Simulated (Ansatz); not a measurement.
# F3GaH3N (SMILES [NH3+][Ga-]([F])([F])[F]): what the fields show

Input

```
crystal:
  periodic: [false, false, false]
  atoms:
    - {symbol: F, position_ang: [0.637836, -0.429205, -0.805956]}
    - {symbol: F, position_ang: [1.213414, 0.602103, 1.945000]}
    - {symbol: F, position_ang: [-0.787832, 1.998906, 0.210938]}
    - {symbol: Ga, position_ang: [0.133484, 0.547048, 0.562588]}
    - {symbol: "N", position_ang: [-1.355010, -0.644422, 1.320680]}
    - {symbol: H, position_ang: [-1.454940, -1.488231, 0.754199]}
    - {symbol: H, position_ang: [-2.244243, -0.142270, 1.319781]}
    - {symbol: H, position_ang: [-1.134485, -0.918022, 2.279534]}
basis:
  gaussian: {orbitals: def2-TZVPD}
hamiltonian: {xc: {name: PBE0}}
output: {forces: true, orbitals: {seedname: orbitals}}
```

Run with:

```sh
ansatz run input.yaml --threads 2 --pin off --max-ram 5220MiB --events-out events.jsonl --progress --plain --runs-dir runs
```

Geometry: PBE0-D4/def2-SVP.

The calculation used isolated molecule in a Gaussian basis; Kohn-Sham density functional theory, functional PBE0 in Ansatz 0.2.0.

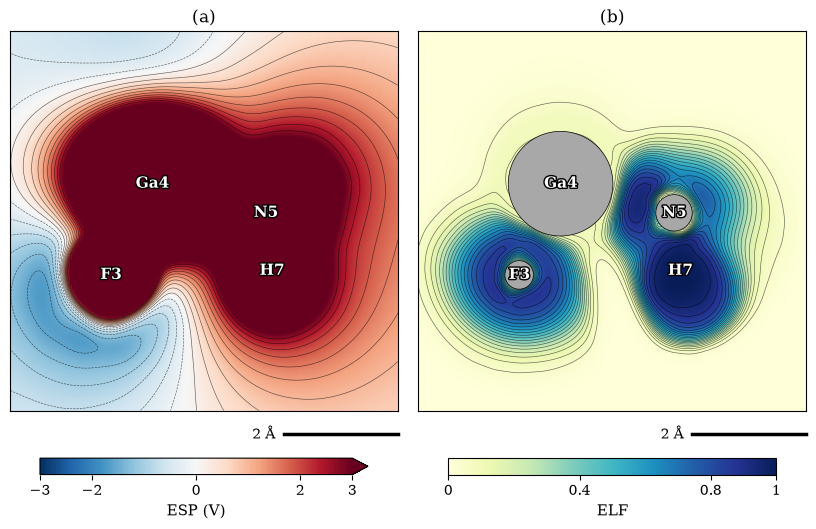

Figure 1. (a) electrostatic potential; (b) electron localisation function on the plane of atoms Ga4, N5 and H7. Grey discs cover the atomic cores in the ELF map.

Read the bonding off the picture.

Answer.
- The plane passes through F, Ga, N and H nuclei.
- Ga–F (1.76 Å): the ELF peaks at about 0.85 in the valence shell of F, 0.5 Å from its nucleus, and is about 0.20 at the midpoint.
- Ga–N (2.05 Å): the ELF peaks at about 0.95 in the valence shell of N, 0.6 Å from its nucleus, and is about 0.35 at the midpoint.
- N–H (1.02 Å): the ELF climbs to about 1 towards the hydrogen, as it does in any bond to H: a covalent bond by its length.
- The ELF also peaks beside F3, away from the bonds: lone-pair regions.
- Outside the dense part of the molecule the potential is most negative (−1.7 V) near F3.

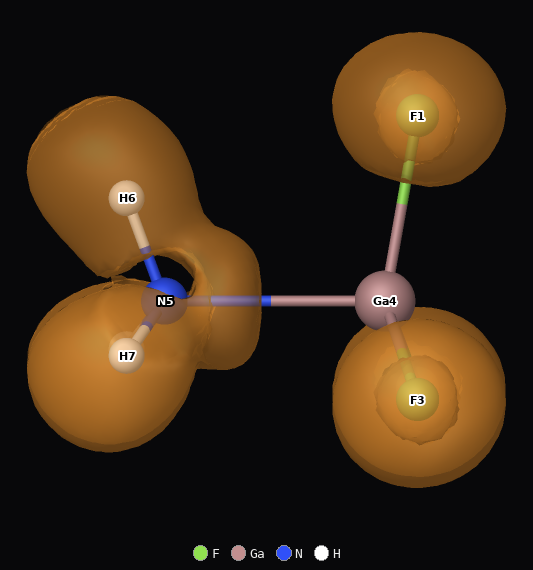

Figure 2. Isosurface of the ELF at 0.75 (orange), seen from one side. Core shells and regions of very low density are left out.

Describe the localisation domains.

Answer. The ELF exceeds this value in three regions wrapped around F (the valence shell of each) and one joined region spread over several atoms (H, N), in which their bonds and any lone pairs are merged.

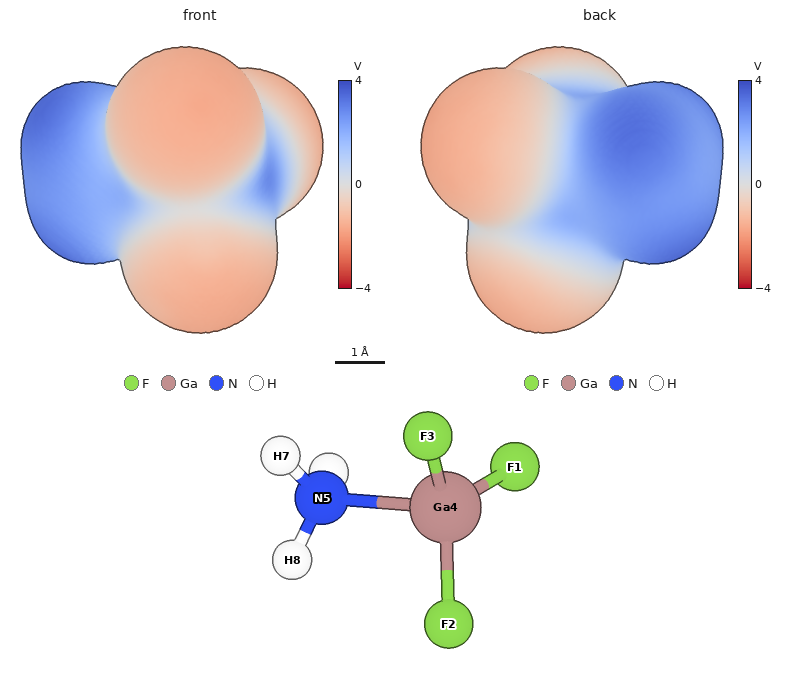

Figure 3. The molecular electrostatic potential painted on the density surface at 0.002 e/bohr³, seen from the front and from behind; red is negative and blue positive. The bare structure is drawn below in the same view.

Which sites attract a positive test charge, and which a negative one?

Answer. A positive charge is drawn to the negative regions and a negative charge to the positive ones. The most negative region (about −1.6 V, or −37 kcal/mol for a unit charge) lies over F1, F2 and F3, the most positive (about +3.3 V, or +76 kcal/mol for a unit charge) over H6, H7 and H8.

What dipole moment does the calculation give?

Answer. Its dipole moment is 6.41 D.

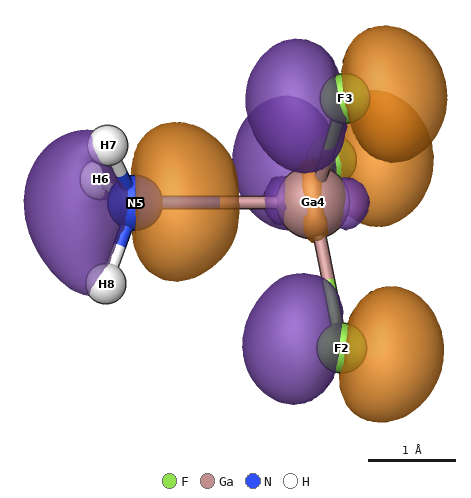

Figure 4. The HOMO−1 at ±0.1 Å⁻³ᐟ² (orange and purple are the two phases), seen across its widest extent.

Describe this orbital and give its energy.

Answer. It lies mainly on F1 (about 25 %), F2 (about 25 %), F3 (about 25 %), N5 (about 20 %) and Ga4 (about 5 %); largely a combination of lone pairs on F1, F2, F3 and N5. Its energy is −10.51 eV.
